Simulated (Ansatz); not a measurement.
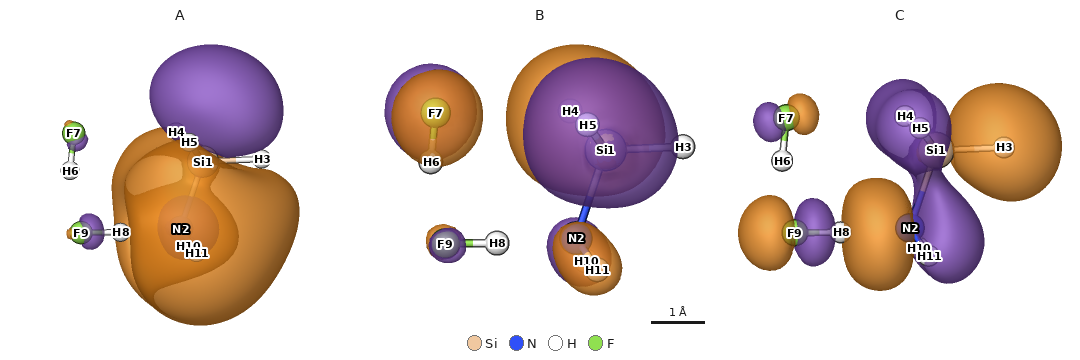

Figure. H5NSi···HF···HF. Three frontier orbitals at ±0.06 Å⁻³ᐟ² (orange and purple are the two phases), in no order.

The reactant side of a reaction path; geometry: PBE0-D4/def2-TZVP.

Theory: RKS PBE0-D4/def2-TZVPP in Ansatz.

```xyz
11

Si   -0.4964    0.3578   -1.1862
N     0.2085   -1.0517   -0.3633
H    -0.8463    0.0153   -2.5913
H    -1.7197    0.7191   -0.4422
H     0.5314    1.4182   -1.1730
H     0.3230    1.0585    2.0096
F    -0.0224    1.9013    1.7624
H     0.5787   -0.7279    1.0775
F     0.8035   -0.4665    2.0146
H    -0.4247   -1.8426   -0.3112
H     1.0642   -1.3817   -0.7970
```

Order the three orbitals by energy and name them.

Answer. B is the HOMO−1 (−10.17 eV). It lies mainly on Si1 (about 35 %), H4 (about 20 %), H5 (about 20 %) and F7 (about 15 %). C is the HOMO (−9.11 eV). It lies mainly on N2 (about 40 %), H3 (about 20 %), Si1 (about 15 %) and F9 (about 10 %). A is the LUMO (−0.46 eV). By Hirshfeld shares it lies mainly on Si1 (about 40 %), H10 (about 15 %), H11 (about 15 %) and N2 (about 10 %).

What is the HOMO–LUMO gap?

Answer. 8.65 eV between the orbital energies.
